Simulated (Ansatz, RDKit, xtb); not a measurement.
# C4H4FNS: ranking a sample of isomers

A sample of isomers of C4H4FNS is drawn. Aim: find which of them has the lowest free energy at 298.15 K, then its properties. The sample is small against all isomers, and the most stable one of this formula need not be in it.

Plan: many cheap relaxations first (GFN2-xTB), then density-functional screening, relaxation at PBE-D3(BJ)/def2-SVP, vibrations (at GFN2-xTB) and a final energy. The numbers are computed, not measured.

## 1. Possible bonding patterns

Isomers were taken from a list of plausible structures; this is a sample, not all of them. That gives 5 candidates.

```
label          SMILES     spin
 c116     Fc1ccn(S)c1  singlet
 c159    Fc1c[nH]cc1S  singlet
 c351       Fc1cccn1S  singlet
 c757    Fc1[nH]ccc1S  singlet
 c923  Fc1cc(S)c[nH]1  singlet
```

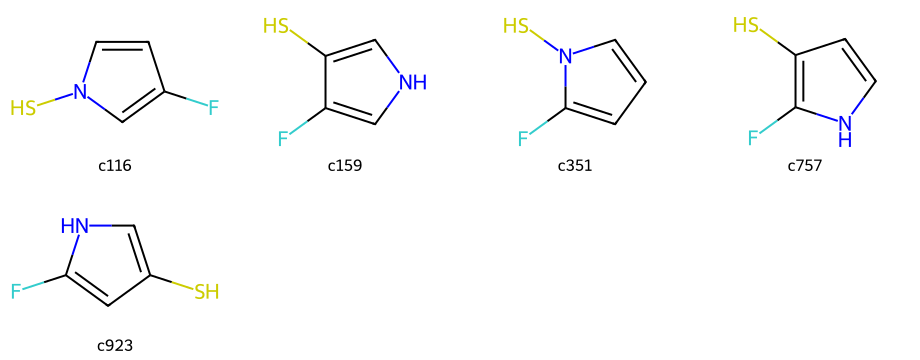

Structural formulas of the candidates.

Candidates are built by distance geometry, with a force field where one applies, in up to four conformers (letters a to d).

## 2. Cheap relaxation of all starts

All 5 starts are relaxed the same way. One of them, c159a (taken from a list of positional isomers, embedded by distance geometry and MMFF94), in full:

start.xyz

```xyz
11
c159a
C      1.089372    -0.052859     0.213441
C      0.363710    -0.413916     1.394128
C      0.559332    -2.212834     0.046767
C      1.234555    -1.178200    -0.591117
F      1.605014     1.163452    -0.014430
N      0.072915    -1.795016     1.235147
S      2.084954    -1.195459    -2.131986
H      0.020774     0.108272     2.216100
H     -0.473311    -2.303677     1.832271
H      0.413506    -3.244047    -0.255765
H      1.894332    -2.531535    -2.403553
```

Started as:

```
$ xtb start.xyz --gfn 2 --opt
```

Output, shortened:

```text
* xtb version 6.7.1
[...]
          :  # basis functions                  38          :
[...]
          :  # electrons                        38          :
[...]
          :  Hamiltonian                  GFN2-xTB          :
[...]
          :  net charge                          0          :
          :  unpaired electrons                  0          :
[...]
   *** convergence criteria satisfied after 12 iterations ***
[...]
   *** GEOMETRY OPTIMIZATION CONVERGED AFTER 7 ITERATIONS ***
[...]
   *** convergence criteria satisfied after 3 iterations ***
[...]
         ::                     SUMMARY                     ::
         :::::::::::::::::::::::::::::::::::::::::::::::::::::
         :: total energy             -21.486998209377 Eh    ::
         :: gradient norm              0.000440967116 Eh/a0 ::
         :: HOMO-LUMO gap              4.137069933350 eV    ::
         ::.................................................::
         :: SCC energy               -21.725700672373 Eh    ::
         :: -> isotropic ES            0.018106487221 Eh    ::
         :: -> anisotropic ES          0.001964876263 Eh    ::
         :: -> anisotropic XC          0.003717592487 Eh    ::
         :: -> dispersion             -0.008400344696 Eh    ::
         :: repulsion energy           0.238702462996 Eh    ::
         :: add. restraining           0.000000000000 Eh    ::
         :: total charge               0.000000000000 e     ::
         :::::::::::::::::::::::::::::::::::::::::::::::::::::
[...]
        19        2.0000           -0.3647506              -9.9254 (HOMO)
        20                         -0.2127161              -5.7883 (LUMO)
[...]
     #   Z          covCN         q      C6AA      α(0)
     1   6          2.953     0.137    25.000     8.201
     2   6          3.017    -0.038    28.913     8.820
     3   6          3.063    -0.033    28.761     8.794
     4   6          3.082     0.012    27.667     8.623
     5   9          0.785    -0.219    11.437     3.995
     6   7          2.823    -0.079    22.781     7.089
     7  16          1.931    -0.217   150.305    20.635
     8   1          0.927     0.057     2.230     2.335
     9   1          0.860     0.176     1.239     1.744
    10   1          0.926     0.044     2.396     2.421
    11   1          0.923     0.161     1.323     1.799
[...]
     #   Z sym  total        # sym  WBO       # sym  WBO       # sym  WBO
 ---------------------------------------------------------------------------
     1   6      3.872 --     2      1.501     4      1.265     5      0.963
     2   6      3.939 --     1      1.501     6      1.227     8      0.969
                             3      0.144
     3   6      3.935 --     4      1.491     6      1.226    10      0.970
                             2      0.144
     4   6      3.949 --     3      1.491     1      1.265     7      1.042
     5   9      1.090 --     1      0.963
     6   7      3.581 --     2      1.227     3      1.226     9      0.943
     7  16      2.146 --     4      1.042    11      0.961
     8   1      0.997 --     2      0.969
     9   1      0.969 --     6      0.943
    10   1      0.998 --     3      0.970
    11   1      0.974 --     7      0.961
[...]
molecular dipole:
                 x           y           z       tot (Debye)
 q only:       -0.826      -1.370       0.752
   full:       -1.087      -1.636       1.076       5.694
molecular quadrupole (traceless):
[...]
          | TOTAL ENERGY              -21.486998209377 Eh   |
          | GRADIENT NORM               0.000440967116 Eh/α |
          | HOMO-LUMO GAP               4.137069933350 eV   |
           -------------------------------------------------
[...]
```

Wall time 0.062 s (2 threads of Arm Neoverse V1, shared host).

## 3. What the search left

5 of the 5 relaxations converged. 5 distinct structures remain:

```
label  start    SMILES after     spin  energy (kcal/mol)
c923a  drawn  Fc1cc(S)c[nH]1  singlet                0.0
c757a  drawn    Fc1[nH]ccc1S  singlet                1.8
c159a  drawn    Fc1c[nH]cc1S  singlet                3.0
c116a  drawn     Fc1ccn(S)c1  singlet                6.9
c351a  drawn       Fc1cccn1S  singlet                8.2
```

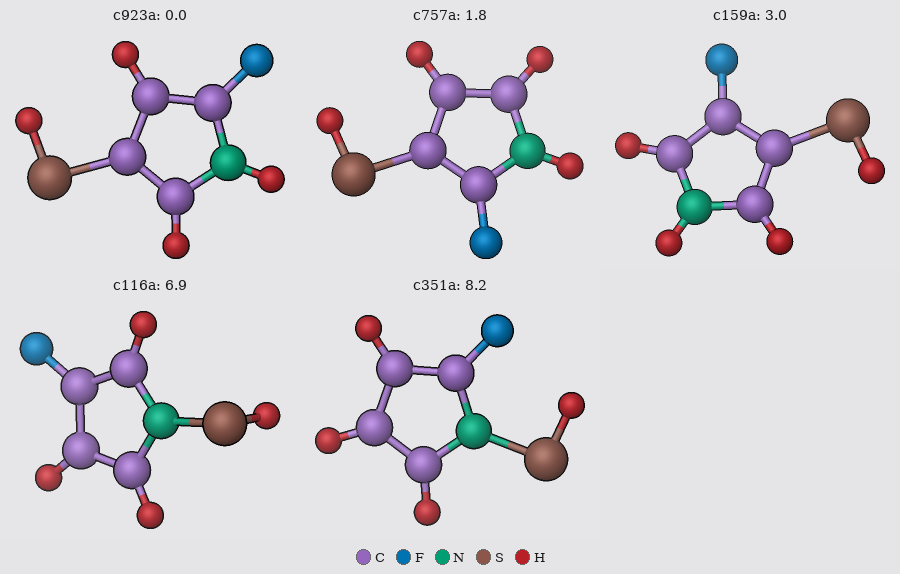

The 5 lowest minima that did not fall apart, with their GFN2-xTB energies in kcal/mol.

## 4. Screening with a density functional

A choice of the minima (the low ones first, few conformers of a pattern, up to a cap) and the lowest that fell apart get a single point at r2SCAN-D4/def2-SVP on the tight-binding geometry, and one at HF/STO-3G for comparison. Some singlets are also tried as triplets at the same geometry (label ending in t). The first, c923a:

input.yaml

```yaml
crystal:
  periodic: [false, false, false]
  atoms:
    - {symbol: C, position_ang: [0.967342, -0.243013, -0.759029]}
    - {symbol: C, position_ang: [-0.038314, -1.090226, -0.399364]}
    - {symbol: C, position_ang: [0.502391, -1.889588, 0.637646]}
    - {symbol: C, position_ang: [1.795538, -1.493101, 0.854547]}
    - {symbol: F, position_ang: [0.992176, 0.717554, -1.688023]}
    - {symbol: "N", position_ang: [2.072448, -0.474485, -0.015118]}
    - {symbol: S, position_ang: [-0.329652, -3.173657, 1.507791]}
    - {symbol: H, position_ang: [-1.024113, -1.138733, -0.812601]}
    - {symbol: H, position_ang: [-1.474316, -3.037782, 0.844859]}
    - {symbol: H, position_ang: [2.518947, -1.858863, 1.552314]}
    - {symbol: H, position_ang: [2.945094, 0.020217, -0.094671]}
basis:
  gaussian:
    orbitals: def2-SVP
hamiltonian:
  xc: r2scan
  dispersion: d4
scf:
  lower_state_search: off
output:
  orbitals: {seedname: orbitals}
```

Started as:

```
$ ansatz run input.yaml --threads 2 --pin off --max-ram 5220MiB --events-out events.jsonl --progress --plain --runs-dir runs
```

Output, shortened:

```text
Warning: RAYON_NUM_THREADS=2 ignored (pool sized by the plan → 2); use --threads N
Functional definition: r2SCAN
  name "r2SCAN"
[...]
1389 factors; their error is unknown
[...]
mean field -19239.80254513 eV, -707.0497023268 hartree, gradient 4.7e-6 eV, S^2 0.000000; 0 other end points of the search recorded, 0 dependent functions left out
reference -19239.80255324 eV, -707.0497026251 hartree; 30, 30 occupied and 92, 92 virtual orbitals, 1389 factors
Total energy: -19239.87801317 eV, -707.0524757264 hartree
Checks for a lower state left out: stability, starts, cluster_reference, orbital_swaps, neighbouring_geometries, increment
```

Run time: 3.3 s. Hardware: 2 threads of Arm Neoverse V1, shared host; peak memory 0.15 GiB.

Relative energies in kcal/mol, each column from its lowest structure that stays in one piece:

```
 label          SMILES     spin  GFN2-xTB  HF/STO-3G  r2SCAN-D4/def2-SVP
 c923a  Fc1cc(S)c[nH]1  singlet       0.0        0.0                 0.0
 c757a    Fc1[nH]ccc1S  singlet       1.8        0.7                 1.1
 c159a    Fc1c[nH]cc1S  singlet       3.0        2.4                 1.9
 c116a     Fc1ccn(S)c1  singlet       6.9        7.8                14.8
 c351a       Fc1cccn1S  singlet       8.2        9.4                18.9
c923at  Fc1cc(S)c[nH]1  triplet         –          –                95.3
c159at    Fc1c[nH]cc1S  triplet         –          –                97.6
c757at    Fc1[nH]ccc1S  triplet         –          –                99.3
```

## 5. Third filter: density-functional geometries

5 candidates are relaxed at PBE-D3(BJ)/def2-SVP (chosen among the lowest in one piece). The first, c923a:

Edit input.yaml of step 4 so:

```diff
@@ -17,8 +17,9 @@
     orbitals: def2-SVP
+scf:
+  lower_state_search: "off"
 hamiltonian:
-  xc: r2scan
-  dispersion: d4
-scf:
-  lower_state_search: off
-output:
-  orbitals: {seedname: orbitals}
+  xc: pbe
+  dispersion: d3bj
+relax:
+  f_tol: 0.006
+total_charge: 0
```

Started as:

```
$ ansatz run input.yaml --threads 2 --pin off --max-ram 5220MiB --events-out events.jsonl --progress --plain --runs-dir runs
```

Output, shortened:

```text
Warning: RAYON_NUM_THREADS=2 ignored (pool sized by the plan → 2); use --threads N
[...]
Functional definition: PBE
  name "PBE"
[...]
1389 factors; their error is unknown
[...]
mean field -19230.82605547 eV, -706.7198224166 hartree, gradient 2.2e-6 eV, S^2 0.000000; 0 other end points of the search recorded, 0 dependent functions left out
[...]
reference -19230.82608349 eV, -706.7198234461 hartree; 30, 30 occupied and 92, 92 virtual orbitals, 1389 factors
relax step   1: F+E_penalty+E_count = -19231.11701649 eV  Δ(F+E_penalty+E_count) = +0.000e0 eV  max|allowed force component| = 1.000e0 eV/Å  Δτ_max = 0.0000 Å  (21 SCF iters, accepted)
[...]
relax step   6: F+E_penalty+E_count = -19231.21357637 eV  Δ(F+E_penalty+E_count) = -4.694e-5 eV  max|allowed force component| = 2.838e-2 eV/Å  Δτ_max = 0.0122 Å  (22 SCF iters, accepted)
[...]
Atom 2 at     0.458786    -1.976100     0.450449 Å, force     0.000022    -0.001001    -0.000786 eV/Å
Atom 3 at     1.718167    -1.527665     0.838802 Å, force    -0.001646     0.002563     0.004443 eV/Å
Atom 4 at     1.079533     0.817938    -1.671621 Å, force    -0.000301     0.000590    -0.000700 eV/Å
Atom 5 at     2.031314    -0.436171     0.048647 Å, force     0.001277    -0.003885    -0.005384 eV/Å
Atom 6 at    -0.332765    -3.423206     1.098839 Å, force    -0.001032     0.001152     0.000049 eV/Å
Atom 7 at    -0.953803    -1.208802    -1.164220 Å, force     0.000196    -0.000727     0.000680 eV/Å
Atom 8 at    -1.341765    -2.788447     1.766693 Å, force     0.002546    -0.000710    -0.001420 eV/Å
Atom 9 at     2.400119    -1.903884     1.606984 Å, force    -0.000538     0.000428    -0.000116 eV/Å
Atom 10 at     2.887775     0.115330     0.085122 Å, force     0.000201    -0.000576     0.000630 eV/Å
Dipole moment:     0.345638     0.355983     0.152296 e Å
Checks for a lower state left out: stability, starts, cluster_reference, orbital_swaps, neighbouring_geometries, increment
```

Run time: 48 s. Hardware: 2 threads of Arm Neoverse V1, shared host; peak memory 0.15 GiB.

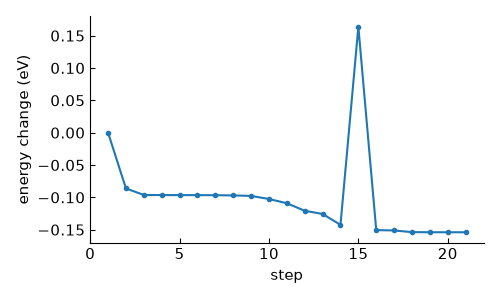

Energy along the run, all evaluated steps.

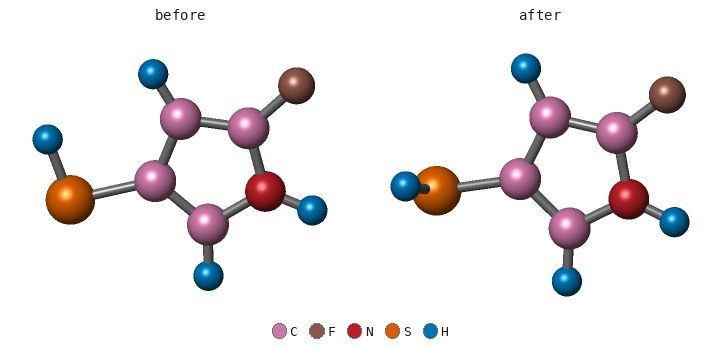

Before and after, at one scale.

After the run. Bond lengths: C1–C2 1.381 Å, C2–C3 1.440 Å, C3–C4 1.392 Å, C1–F5 1.334 Å, C1–N6 1.373 Å, C4–N6 1.383 Å, C3–S7 1.772 Å, C2–H8 1.094 Å, S7–H9 1.366 Å, C4–H10 1.094 Å, N6–H11 1.019 Å. Some angles: C1–C2–C3 105.4°, C2–C1–F5 130.9°, C2–C1–N6 110.1°, F5–C1–N6 119.0°, C2–C3–C4 108.2°, C2–C3–S7 127.2°, C4–C3–S7 124.4°, C3–C4–N6 107.4°, C1–N6–C4 108.9°, C1–C2–H8 127.0°.

## 6. Ranking at PBE-D3(BJ)/def2-SVP

```
label     spin  r2SCAN-D4/def2-SVP (kcal/mol)  PBE-D3(BJ)/def2-SVP, relaxed (kcal/mol)  time
c923a  singlet                            0.0                                      0.0  48 s
c757a  singlet                            1.1                                      0.4  46 s
c159a  singlet                            1.9                                      2.8  15 s
c351a  singlet                           18.9                                     14.8  47 s
c116a  singlet                           14.8                                     15.3  17 s
```

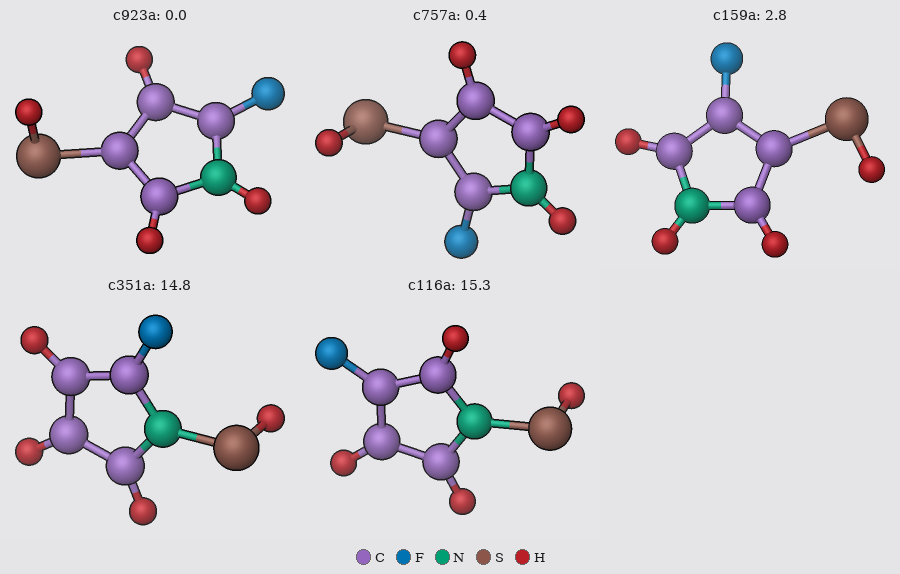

The relaxed structures, with energies at PBE-D3(BJ)/def2-SVP in kcal/mol.

[end of part 1 of 2]
